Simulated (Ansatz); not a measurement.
# BF+ (doublet): PBE, r2SCAN over a scan of the distance B1–F2, 6-31G

How well do these functionals follow the top wave-function level for BF+ (doublet) over a scan of the distance B1–F2?

Computed with Ansatz 0.2.0, Gaussian basis. Level: 6-31G, all electrons in the functionals.

To be run: PBE, r2SCAN, at 0.956 Å; 1.070 Å; 1.212 Å; 1.308 Å; 1.494 Å; 1.688 Å; 1.910 Å; 2.222 Å; 2.728 Å; 3.298 Å; 4.182 Å.

30 further runs of the same task are left out: 8 for a known fault of the program, 14 that didn't finish, 8 set aside as unsound or not needed.

### Step 1. What is computed

The geometry derives from a PBE0/def2-TZVP stationary point (not a proven minimum). One bond is set to the value named and the two fragments are kept rigid.

2 atoms, charge 1, spin multiplicity 2.

Atoms are counted from 1 here; the program's logs count them from 0.

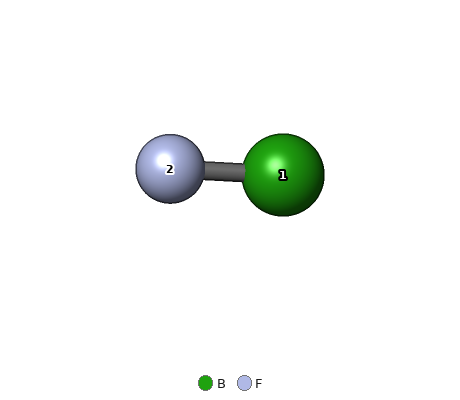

The structure; boron green, fluorine light blue; atoms are numbered from 1 in the order of the file.

No dispersion term is added.

The geometry shown and the zero of energy belong to the point 1.212 Å. The yardstick, FCI, and other wave-function levels (R restricted, U unrestricted, valence and pair active spaces) come from earlier runs.

### Step 2. PBE, 0.956 Å

Contents of in.yaml:

```yaml
crystal:
  periodic: [false, false, false]
  atoms:
    - {symbol: B, position_ang: [0.000000, 0.000000, 0.000000]}
    - {symbol: F, position_ang: [0.000000, 0.000000, 0.956000]}
basis:
  gaussian: {orbitals: 6-31G}
total_charge: 1
magnetization: {spin_polarized: true, initial_magnetization: 1}
hamiltonian: {xc: {name: PBE}}
output: {orbitals: {seedname: orbitals}}
```

Run with:

```console
> ansatz run in.yaml --threads 1 --pin off --events-out ev --progress --plain --max-ram 2393MiB
```

Further steps of the session: PBE, 1.070 Å; PBE, 1.212 Å; PBE, 1.308 Å; PBE, 1.494 Å; PBE, 1.688 Å; PBE, 1.910 Å; PBE, 2.222 Å; PBE, 2.728 Å; PBE, 3.298 Å; PBE, 4.182 Å; r2SCAN, 0.956 Å; r2SCAN, 1.070 Å; r2SCAN, 1.212 Å; r2SCAN, 1.308 Å; r2SCAN, 1.494 Å; r2SCAN, 1.688 Å; r2SCAN, 1.910 Å; r2SCAN, 2.222 Å; r2SCAN, 2.728 Å; r2SCAN, 3.298 Å; r2SCAN, 4.182 Å.

**Question.** What will the summary of the whole plan be? Wanted: span of the FCI curve; largest miss, PBE; largest miss, r2SCAN; largest miss, RCCSD(T); largest miss, UCCSD(T).

**Answer**, as computed:

```
              quantity                     value
 span of the FCI curve            138.2 kcal/mol
     largest miss, PBE  +43.4 kcal/mol (4.182 Å)
  largest miss, r2SCAN  +40.7 kcal/mol (4.182 Å)
largest miss, RCCSD(T)   +1.3 kcal/mol (1.688 Å)
largest miss, UCCSD(T)   +1.4 kcal/mol (1.688 Å)
```

In words: Of the functionals, r2SCAN keep the smallest largest miss at the points compared (at most 40.7 kcal/mol) and PBE strays most (43.4 kcal/mol, at 4.182 Å). Functionals and the yardstick converge differently with the basis, so part of each miss in 6-31G is the basis.
